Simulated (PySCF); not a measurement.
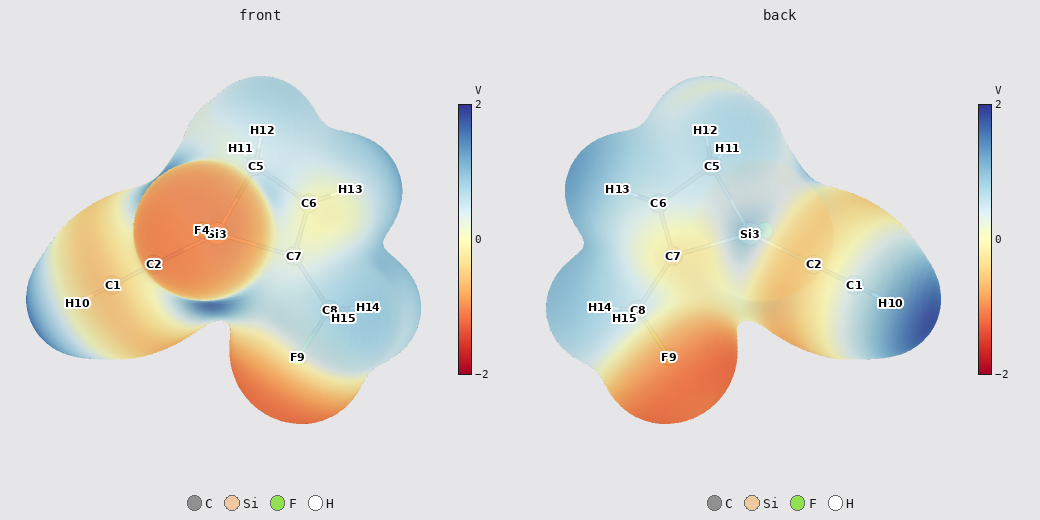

*C₆H₆F₂Si. The electrostatic potential painted on the density surface at 0.002 e/bohr³, seen from the front and from behind; red is negative and blue positive.*

Geometry: GFN2-xTB.

Method: PySCF, CAM-B3LYP/def2-SVPD, SCF density, gas phase.

```xyz
15

C     3.4055   -0.6566   -0.2608
C     2.3235   -0.1606   -0.4250
Si    0.6539    0.5770   -0.6435
F     0.5756    1.1695   -2.1486
C    -0.1016    1.7209    0.7071
C    -1.1997    0.6984    0.8624
C    -0.9225   -0.2688   -0.0192
C    -1.6725   -1.5208   -0.3073
F    -0.8104   -2.5849   -0.4694
H     4.3565   -1.0868   -0.1292
H     0.4686    1.8738    1.6218
H    -0.4658    2.6943    0.3819
H    -2.0292    0.7749    1.5469
H    -2.3543   -1.7856    0.5092
H    -2.2321   -1.4368   -1.2482
```

Describe the electrostatic potential map.

The most negative region (about −1.2 V) lies over F9, the most positive (about +1.8 V) over H10.
